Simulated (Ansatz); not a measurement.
Input file:

```
crystal:
  periodic: [false, false, false]
  atoms:
    - { symbol: C, position_ang: [-0.8705, -0.838, 1.5226] }
    - { symbol: Si, position_ang: [-0.25, -0.8306, -0.2358] }
    - { symbol: Si, position_ang: [1.8782, -0.2259, -0.2661] }
    - { symbol: O, position_ang: [-1.1148, 0.1591, -1.3026] }
    - { symbol: As, position_ang: [-1.1316, 1.8576, -0.6481] }
    - { symbol: H, position_ang: [-1.997, -1.0387, 1.4948] }
    - { symbol: H, position_ang: [-0.3419, -1.5288, 2.1336] }
    - { symbol: H, position_ang: [-0.7495, 0.2353, 1.9406] }
    - { symbol: H, position_ang: [-0.3141, -2.1997, -0.6689] }
    - { symbol: H, position_ang: [2.0433, 1.1463, 0.2827] }
    - { symbol: H, position_ang: [2.6675, -1.1438, 0.6253] }
    - { symbol: H, position_ang: [2.4426, -0.2823, -1.612] }
    - { symbol: H, position_ang: [-2.2737, 2.3788, -1.6541] }
    - { symbol: H, position_ang: [-0.0016, 2.2814, -1.5833] }
basis:
  gaussian: { orbitals: def2-SVP }
hamiltonian:
  xc: pbe0
  dispersion: d4
relax:
  f_tol: 0.015
  max_steps: 40
output:
  orbitals: {}
```

Launched as:

```sh
ansatz run input.yaml --threads 2 --pin off --max-ram 3072MiB --backend cpu --events-out ev --progress --plain --runs-dir out
```

The fields are those of the run's last geometry, not of the input's.

Theory: RKS PBE0-D4/def2-SVP (Ansatz 0.2.0).

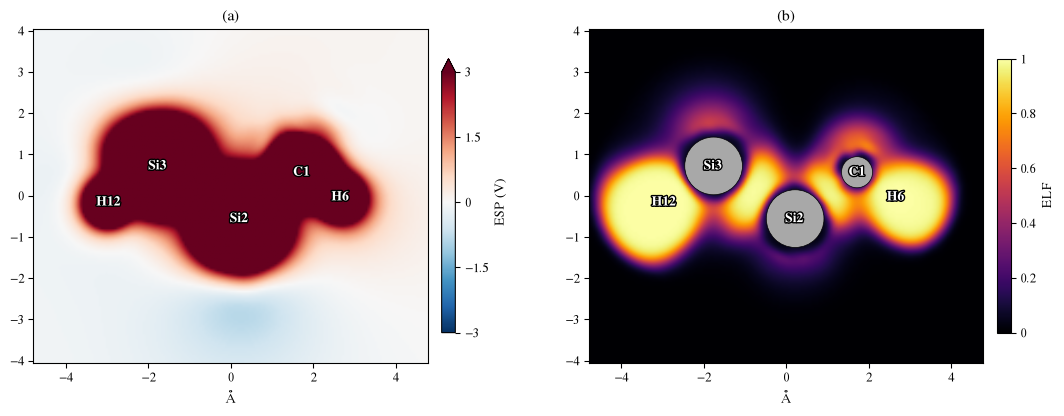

CH$_{9}$AsOSi$_{2}$ (SMILES C[SiH]([SiH3])O[AsH2]). (a) molecular electrostatic potential; (b) ELF on the plane of atoms Si2, C1 and H6. Grey discs cover the atomic cores in the ELF map.

Q: Read the bonding off the picture.

A: The section cuts through C, Si and H sites.
C–Si (1.88 Å): the ELF peaks at about 0.95 between the atoms: a shared electron pair.
Si–Si (2.36 Å): the ELF peaks at about 1 between the atoms: a covalent bond.
C–H (1.10 Å): the ELF climbs to about 1 towards the hydrogen, as it does in any bond to H; a covalent bond by its length.
Si–H (1.50 Å): the ELF climbs to about 1 towards the hydrogen.
Outside the dense part of the molecule the potential is most negative (−0.8 V) near O4, which lies off the plane.
